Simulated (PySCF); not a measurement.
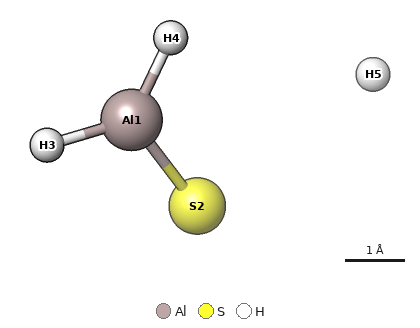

The structure (ball-and-stick view, seen at a tilt; atoms are numbered from 1 in the order of the input). Sticks mark near contacts. Bond lengths as drawn: Al–H 1.58 Å and Al–S 2.18 Å.

## Single-point calculation, with input and output: AlH₃S (part 1 of 2)

System: AlH₃S.
Method: BCCD(T)/STO-6G, RHF (PySCF 2.14.0).

A bond length was changed on purpose from its optimised value. The run did not end well.

**Input file (input.py)**
```python
from pyscf import gto, cc
from pyscf.cc.bccd import bccd_kernel_

system = gto.Mole()
system.atom = '''
Al      -2.111167      -1.199810       1.343966
S       -0.365967      -1.478710       2.622266
H       -3.476767      -1.785710       1.876766
H       -1.936167      -0.439610      -0.030734
H        1.959700       0.287800       0.249000
'''
system.charge = 0
system.verbose = 4
system.basis = 'sto-6g'
system.max_memory = 1860
system.build()

mf = system.RHF()
mf.conv_tol = 1e-10
mf.kernel()
if not mf.converged:
    mf = mf.newton().run(mf.mo_coeff, mf.mo_occ)

mycc = cc.CCSD(mf, frozen=10).run()
mycc = bccd_kernel_(mycc, diis=True)
e_t = mycc.ccsd_t()
energy = mycc.e_tot + e_t
print('E(%s) = %.9f' % ('BCCD(T)', energy))
```

Run on 1 thread of AMD EPYC (Zen 3), 16 GiB of memory available, shared host.

Launched with:
```bash
OMP_NUM_THREADS=1 python input.py
```

**What the program printed**
```
PySCF version 2.14.0

[INPUT] num. atoms = 5
[INPUT] num. electrons = 32
[INPUT] charge = 0
[INPUT] spin (= nelec alpha-beta = 2S) = 0
[INPUT] symmetry False subgroup None
[INPUT] Mole.unit = angstrom
[INPUT] Symbol           X                Y                Z      unit          X                Y                Z       unit  Magmom
[INPUT]  1 Al    -2.111167000000  -1.199810000000   1.343966000000 AA   -3.989527433220  -2.267312301514   2.539727660727 Bohr   0.0
[INPUT]  2 S     -0.365967000000  -1.478710000000   2.622266000000 AA   -0.691577400629  -2.794356917656   4.955364565759 Bohr   0.0
[INPUT]  3 H     -3.476767000000  -1.785710000000   1.876766000000 AA   -6.570137428926  -3.374502837897   3.546573739895 Bohr   0.0
[INPUT]  4 H     -1.936167000000  -0.439610000000  -0.030734000000 AA   -3.658825361421  -0.830742501620  -0.058078842712 Bohr   0.0
[INPUT]  5 H      1.959700000000   0.287800000000   0.249000000000 AA    3.703296286310   0.543863178650   0.470541805017 Bohr   0.0

nuclear repulsion = 68.6090660621494
number of shells = 13
number of NR pGTOs = 126
number of NR cGTOs = 21
basis = sto-6g
ecp = {}

******** <class 'pyscf.scf.hf.RHF'> ********
method = RHF
initial guess = minao
damping factor = 0
level_shift factor = 0
DIIS = <class 'pyscf.scf.diis.CDIIS'>
diis_start_cycle = 1
diis_space = 8
diis_damp = 0
SCF conv_tol = 1e-10
SCF conv_tol_grad = None
SCF max_cycles = 50
direct_scf = True
direct_scf_tol = 1e-13
Set gradient conv threshold to 1e-05
Initial guess from minao.
init E= -637.905219247423
  HOMO = -0.27223925544852  LUMO = -0.153631426040778  gap/eV = 3.22748
cycle= 1 E= -638.147250390656  delta_E= -0.242  |g|= 0.383  |ddm|= 2.42
  HOMO = 0.117951303498272  LUMO = 0.139607161246402  gap/eV = 0.58929
cycle= 2 E= -638.121160134955  delta_E= 0.0261  |g|= 0.651  |ddm|= 3.29
  HOMO = -0.148284434275398  LUMO = -0.00740066016746199  gap/eV = 3.83364
cycle= 3 E= -638.301052923758  delta_E= -0.18  |g|= 0.316  |ddm|= 0.754
  HOMO = -0.0515260966251707  LUMO = -0.0131572321732514  gap/eV = 1.04407
cycle= 4 E= -638.458534084217  delta_E= -0.157  |g|= 0.286  |ddm|= 2.41
  HOMO = -0.0701571524742698  LUMO = 0.036824380462411  gap/eV = 2.91112
cycle= 5 E= -638.346234180081  delta_E= 0.112  |g|= 0.394  |ddm|= 0.54
  HOMO = -0.0690896807732345  LUMO = 0.0364715037231634  gap/eV = 2.87247
cycle= 6 E= -638.339279359436  delta_E= 0.00695  |g|= 0.396  |ddm|= 0.0321
  HOMO = -0.105904185508719  LUMO = 0.0051848995228192  gap/eV = 3.02289
cycle= 7 E= -638.516807958451  delta_E= -0.178  |g|= 0.135  |ddm|= 1.64
  HOMO = -0.122071503920339  LUMO = 0.0437360094092784  gap/eV = 4.51185
cycle= 8 E= -638.529537006227  delta_E= -0.0127  |g|= 0.0507  |ddm|= 0.474
  HOMO = -0.119462247836748  LUMO = 0.0315685843357246  gap/eV = 4.10976
cycle= 9 E= -638.531341462583  delta_E= -0.0018  |g|= 0.00942  |ddm|= 0.145
  HOMO = -0.121579881746651  LUMO = 0.0343086145007147  gap/eV = 4.24194
cycle= 10 E= -638.531416071655  delta_E= -7.46e-05  |g|= 0.00341  |ddm|= 0.0251
  HOMO = -0.120814794521255  LUMO = 0.0340005336640102  gap/eV = 4.21274
cycle= 11 E= -638.531429086591  delta_E= -1.3e-05  |g|= 0.000228  |ddm|= 0.0187
  HOMO = -0.120743344316177  LUMO = 0.0340294901489255  gap/eV = 4.21158
cycle= 12 E= -638.531429011897  delta_E= 7.47e-08  |g|= 0.000397  |ddm|= 0.00153
  HOMO = -0.120768859381422  LUMO = 0.0339967644062346  gap/eV = 4.21139
cycle= 13 E= -638.5314291277  delta_E= -1.16e-07  |g|= 1.73e-05  |ddm|= 0.000946
  HOMO = -0.120764749961552  LUMO = 0.0339905765288254  gap/eV = 4.21111
cycle= 14 E= -638.531429127955  delta_E= -2.55e-10  |g|= 1.13e-06  |ddm|= 6.25e-05
  HOMO = -0.12076490036614  LUMO = 0.0339910420997924  gap/eV = 4.21112
cycle= 15 E= -638.531429127955  delta_E=    0  |g|= 2.08e-07  |ddm|= 4.07e-06
  HOMO = -0.120764981647175  LUMO = 0.0339910579227229  gap/eV = 4.21113
Extra cycle  E= -638.531429127956  delta_E= -1.25e-12  |g|= 4.21e-07  |ddm|= 1.48e-06
converged SCF energy = -638.531429127956

******** <class 'pyscf.cc.ccsd.CCSD'> ********
CC2 = 0
CCSD nocc = 6, nmo = 11
frozen orbitals 10
max_cycle = 50
direct = 0
conv_tol = 1e-07
conv_tol_normt = 1e-05
diis_space = 6
diis_start_cycle = 0
diis_start_energy_diff = 1e+09
Init t2, MP2 energy = -638.794655250894  E_corr(MP2) -0.263226122938128
Init E_corr(CCSD) = -0.263226122938199
cycle = 1  E_corr(CCSD) = -0.249421889833334  dE = 0.0138042331  norm(t1,t2) = 0.352108
cycle = 2  E_corr(CCSD) = -0.276560563187197  dE = -0.0271386734  norm(t1,t2) = 0.693718
cycle = 3  E_corr(CCSD) = -0.267249569033521  dE = 0.00931099415  norm(t1,t2) = 1.59042
cycle = 4  E_corr(CCSD) = -0.282642865544315  dE = -0.0153932965  norm(t1,t2) = 0.196365
cycle = 5  E_corr(CCSD) = -0.29484185042276  dE = -0.0121989849  norm(t1,t2) = 0.103687
cycle = 6  E_corr(CCSD) = -0.306008980679732  dE = -0.0111671303  norm(t1,t2) = 0.0335549
cycle = 7  E_corr(CCSD) = -0.302317830864958  dE = 0.00369114981  norm(t1,t2) = 0.0312987
cycle = 8  E_corr(CCSD) = -0.301175579139606  dE = 0.00114225173  norm(t1,t2) = 0.00752568
cycle = 9  E_corr(CCSD) = -0.301225591108267  dE = -5.00119687e-05  norm(t1,t2) = 0.000494952
cycle = 10  E_corr(CCSD) = -0.301206649872768  dE = 1.89412355e-05  norm(t1,t2) = 0.000300017
cycle = 11  E_corr(CCSD) = -0.301174115151277  dE = 3.25347215e-05  norm(t1,t2) = 0.000188329
cycle = 12  E_corr(CCSD) = -0.301175167843133  dE = -1.05269186e-06  norm(t1,t2) = 0.000116101
cycle = 13  E_corr(CCSD) = -0.301179625165944  dE = -4.45732281e-06  norm(t1,t2) = 6.17979e-05
cycle = 14  E_corr(CCSD) = -0.301180131698553  dE = -5.0653261e-07  norm(t1,t2) = 2.11862e-05
cycle = 15  E_corr(CCSD) = -0.301180673466326  dE = -5.41767773e-07  norm(t1,t2) = 8.38117e-06
cycle = 16  E_corr(CCSD) = -0.301181339213593  dE = -6.65747267e-07  norm(t1,t2) = 4.27423e-06
cycle = 17  E_corr(CCSD) = -0.301181274326959  dE = 6.48866339e-08  norm(t1,t2) = 1.73782e-06
CCSD converged
E(CCSD) = -638.8326104022833  E_corr = -0.301181274326959
BCCD loop starts.

******** <class 'pyscf.cc.ccsd.CCSD'> ********
CC2 = 0
CCSD nocc = 6, nmo = 11
frozen orbitals 10
max_cycle = 50
direct = 0
conv_tol = 1e-07
conv_tol_normt = 1e-05
diis_space = 6
diis_start_cycle = 0
diis_start_energy_diff = 1e+09
Init E_corr(CCSD) = -0.282472657981921
cycle = 1  E_corr(CCSD) = -0.243696754686153  dE = 0.0387759033  norm(t1,t2) = 0.829987
cycle = 2  E_corr(CCSD) = 0.315521268431301  dE = 0.559218023  norm(t1,t2) = 1.94346
cycle = 3  E_corr(CCSD) = 0.581843720218258  dE = 0.266322452  norm(t1,t2) = 0.536726
cycle = 4  E_corr(CCSD) = 0.319025084338593  dE = -0.262818636  norm(t1,t2) = 5.26317
cycle = 5  E_corr(CCSD) = 0.740563674353698  dE = 0.42153859  norm(t1,t2) = 0.860483
cycle = 6  E_corr(CCSD) = 0.459028655046025  dE = -0.281535019  norm(t1,t2) = 7.92658
cycle = 7  E_corr(CCSD) = -0.0827024102849007  dE = -0.541731065  norm(t1,t2) = 2.99293
cycle = 8  E_corr(CCSD) = 0.187441326301268  dE = 0.270143737  norm(t1,t2) = 1.71906
cycle = 9  E_corr(CCSD) = 0.20474347280613  dE = 0.0173021465  norm(t1,t2) = 0.251614
cycle = 10  E_corr(CCSD) = 0.258104001631908  dE = 0.0533605288  norm(t1,t2) = 0.201996
cycle = 11  E_corr(CCSD) = 0.21492677768302  dE = -0.0431772239  norm(t1,t2) = 0.455685
cycle = 12  E_corr(CCSD) = 0.220178106449376  dE = 0.00525132877  norm(t1,t2) = 0.112073
cycle = 13  E_corr(CCSD) = 0.220360791739336  dE = 0.00018268529  norm(t1,t2) = 0.145108
cycle = 14  E_corr(CCSD) = 0.211059447341642  dE = -0.0093013444  norm(t1,t2) = 0.0954971
cycle = 15  E_corr(CCSD) = 0.210335800824545  dE = -0.000723646517  norm(t1,t2) = 0.0570842
cycle = 16  E_corr(CCSD) = 0.209848436109598  dE = -0.000487364715  norm(t1,t2) = 0.0459074
cycle = 17  E_corr(CCSD) = 0.207802433868466  dE = -0.00204600224  norm(t1,t2) = 0.0451574
cycle = 18  E_corr(CCSD) = 0.211185144258856  dE = 0.00338271039  norm(t1,t2) = 0.0548448
cycle = 19  E_corr(CCSD) = 0.209826189770158  dE = -0.00135895449  norm(t1,t2) = 0.0668408
cycle = 20  E_corr(CCSD) = 0.208399010274954  dE = -0.0014271795  norm(t1,t2) = 0.0351315
cycle = 21  E_corr(CCSD) = 0.209871759380373  dE = 0.00147274911  norm(t1,t2) = 0.031519
cycle = 22  E_corr(CCSD) = 0.207670573697526  dE = -0.00220118568  norm(t1,t2) = 0.0355088
cycle = 23  E_corr(CCSD) = 0.208932256797465  dE = 0.0012616831  norm(t1,t2) = 0.0315658
cycle = 24  E_corr(CCSD) = 0.20768061028451  dE = -0.00125164651  norm(t1,t2) = 0.0355692
cycle = 25  E_corr(CCSD) = 0.208415011149046  dE = 0.000734400865  norm(t1,t2) = 0.0339665
cycle = 26  E_corr(CCSD) = 0.208219738566402  dE = -0.000195272583  norm(t1,t2) = 0.0318921
cycle = 27  E_corr(CCSD) = 0.207853820461285  dE = -0.000365918105  norm(t1,t2) = 0.0306164
cycle = 28  E_corr(CCSD) = 0.208168540829008  dE = 0.000314720368  norm(t1,t2) = 0.0318278
cycle = 29  E_corr(CCSD) = 0.208209245255014  dE = 4.0704426e-05  norm(t1,t2) = 0.0298469
cycle = 30  E_corr(CCSD) = 0.208244170942568  dE = 3.49256876e-05  norm(t1,t2) = 0.0323874
cycle = 31  E_corr(CCSD) = 0.209537595356021  dE = 0.00129342441  norm(t1,t2) = 0.0278374
cycle = 32  E_corr(CCSD) = 0.208578845829936  dE = -0.000958749526  norm(t1,t2) = 0.0313056
cycle = 33  E_corr(CCSD) = 0.209276966189857  dE = 0.00069812036  norm(t1,t2) = 0.0289397
cycle = 34  E_corr(CCSD) = 0.208681188783414  dE = -0.000595777406  norm(t1,t2) = 0.0328218
cycle = 35  E_corr(CCSD) = 0.208689684235842  dE = 8.49545243e-06  norm(t1,t2) = 0.029062
cycle = 36  E_corr(CCSD) = 0.208981785914004  dE = 0.000292101678  norm(t1,t2) = 0.028997
cycle = 37  E_corr(CCSD) = 0.209006430237777  dE = 2.46443238e-05  norm(t1,t2) = 0.0309443
cycle = 38  E_corr(CCSD) = 0.207922266407868  dE = -0.00108416383  norm(t1,t2) = 0.0321745
cycle = 39  E_corr(CCSD) = 0.20802580785503  dE = 0.000103541447  norm(t1,t2) = 0.0277895
cycle = 40  E_corr(CCSD) = 0.208501863412478  dE = 0.000476055557  norm(t1,t2) = 0.0286653
cycle = 41  E_corr(CCSD) = 0.207499054903126  dE = -0.00100280851  norm(t1,t2) = 0.0309861
cycle = 42  E_corr(CCSD) = 0.207589745636615  dE = 9.06907335e-05  norm(t1,t2) = 0.0296902
cycle = 43  E_corr(CCSD) = 0.208703659336564  dE = 0.0011139137  norm(t1,t2) = 0.0289065
cycle = 44  E_corr(CCSD) = 0.209394789627026  dE = 0.00069113029  norm(t1,t2) = 0.0281107
cycle = 45  E_corr(CCSD) = 0.209778203309382  dE = 0.000383413682  norm(t1,t2) = 0.0298728
cycle = 46  E_corr(CCSD) = 0.208633875488782  dE = -0.00114432782  norm(t1,t2) = 0.034248
cycle = 47  E_corr(CCSD) = 0.208536954301672  dE = -9.69211871e-05  norm(t1,t2) = 0.0282787
cycle = 48  E_corr(CCSD) = 0.207741513396772  dE = -0.000795440905  norm(t1,t2) = 0.0274069
cycle = 49  E_corr(CCSD) = 0.207915016234818  dE = 0.000173502838  norm(t1,t2) = 0.026678
cycle = 50  E_corr(CCSD) = 0.207913859520602  dE = -1.15671422e-06  norm(t1,t2) = 0.027732
CCSD not converged
E(CCSD) = -638.3074123926787  E_corr = 0.2079138595206015

WARN: CC not converged

BCC iter:    0  E:    -638.307412392679  dE:    5.252e-01  |t1|:    9.802e-01

******** <class 'pyscf.cc.ccsd.CCSD'> ********
CC2 = 0
CCSD nocc = 6, nmo = 11
frozen orbitals 10
max_cycle = 50
direct = 0
conv_tol = 1e-07
conv_tol_normt = 1e-05
diis_space = 6
diis_start_cycle = 0
diis_start_energy_diff = 1e+09
Init E_corr(CCSD) = 0.0814848748752902
cycle = 1  E_corr(CCSD) = -0.115168402440043  dE = -0.196653277  norm(t1,t2) = 0.768497
cycle = 2  E_corr(CCSD) = -0.324759031242956  dE = -0.209590629  norm(t1,t2) = 0.834622
cycle = 3  E_corr(CCSD) = -0.27117702247904  dE = 0.0535820088  norm(t1,t2) = 0.350351
cycle = 4  E_corr(CCSD) = -0.291175862896276  dE = -0.0199988404  norm(t1,t2) = 0.487486
cycle = 5  E_corr(CCSD) = -0.312853014609861  dE = -0.0216771517  norm(t1,t2) = 0.10498
cycle = 6  E_corr(CCSD) = -0.298894914972966  dE = 0.0139580996  norm(t1,t2) = 0.0564192
cycle = 7  E_corr(CCSD) = -0.305174374481309  dE = -0.00627945951  norm(t1,t2) = 0.0506543
cycle = 8  E_corr(CCSD) = -0.305154389422625  dE = 1.99850587e-05  norm(t1,t2) = 0.00679391
cycle = 9  E_corr(CCSD) = -0.30549316695081  dE = -0.000338777528  norm(t1,t2) = 0.00268014
cycle = 10  E_corr(CCSD) = -0.30537676785852  dE = 0.000116399092  norm(t1,t2) = 0.00121623
cycle = 11  E_corr(CCSD) = -0.305433558367621  dE = -5.67905091e-05  norm(t1,t2) = 0.00050362
cycle = 12  E_corr(CCSD) = -0.305427792538279  dE = 5.76582934e-06  norm(t1,t2) = 0.000236552
cycle = 13  E_corr(CCSD) = -0.305442018320784  dE = -1.42257825e-05  norm(t1,t2) = 0.000234017
cycle = 14  E_corr(CCSD) = -0.305439663331907  dE = 2.35498888e-06  norm(t1,t2) = 6.99682e-05
cycle = 15  E_corr(CCSD) = -0.305440155540668  dE = -4.92208761e-07  norm(t1,t2) = 2.22113e-05
cycle = 16  E_corr(CCSD) = -0.305439634179819  dE = 5.21360849e-07  norm(t1,t2) = 1.6516e-05
cycle = 17  E_corr(CCSD) = -0.305439697582086  dE = -6.34022674e-08  norm(t1,t2) = 1.40804e-05
cycle = 18  E_corr(CCSD) = -0.305439357210789  dE = 3.40371297e-07  norm(t1,t2) = 1.26281e-05
cycle = 19  E_corr(CCSD) = -0.305439609644824  dE = -2.52434036e-07  norm(t1,t2) = 1.10556e-05
cycle = 20  E_corr(CCSD) = -0.305439316508649  dE = 2.93136176e-07  norm(t1,t2) = 9.54858e-06
cycle = 21  E_corr(CCSD) = -0.305439507187538  dE = -1.90678889e-07  norm(t1,t2) = 9.68169e-06
cycle = 22  E_corr(CCSD) = -0.305439798161933  dE = -2.90974395e-07  norm(t1,t2) = 6.72941e-06
cycle = 23  E_corr(CCSD) = -0.305439672847082  dE = 1.25314851e-07  norm(t1,t2) = 3.71793e-06
cycle = 24  E_corr(CCSD) = -0.305439733151279  dE = -6.0304197e-08  norm(t1,t2) = 2.09882e-06
CCSD converged
E(CCSD) = -638.8324060801225  E_corr = -0.3054397331512791
BCC iter:    1  E:    -638.832406080122  dE:   -5.250e-01  |t1|:    1.554e-01
```
